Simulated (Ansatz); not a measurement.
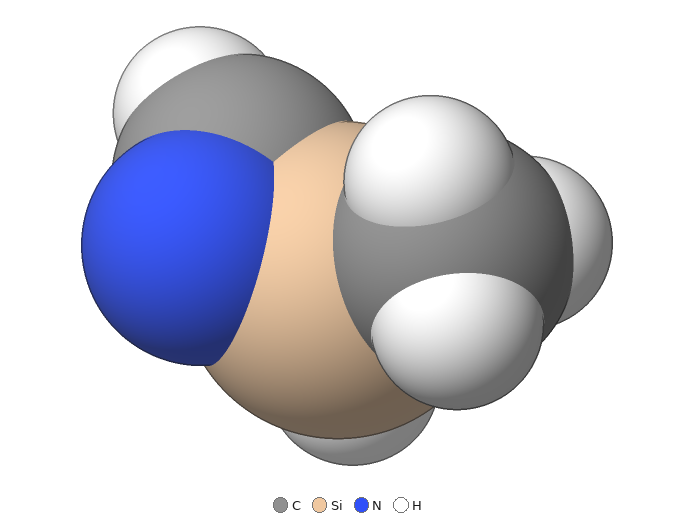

Computed geometry: PBE0-D4/def2-TZVP optimisation. No frequency run is at hand to confirm it as a minimum.

Draw it as a skeletal formula.

SMILES: C[Si@@H]1C=N1

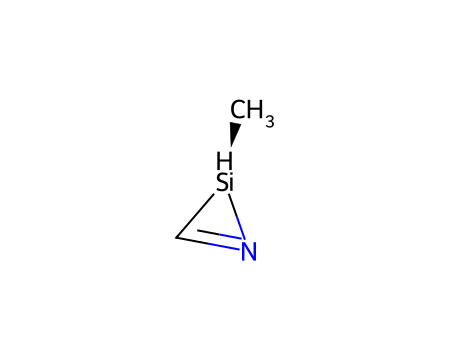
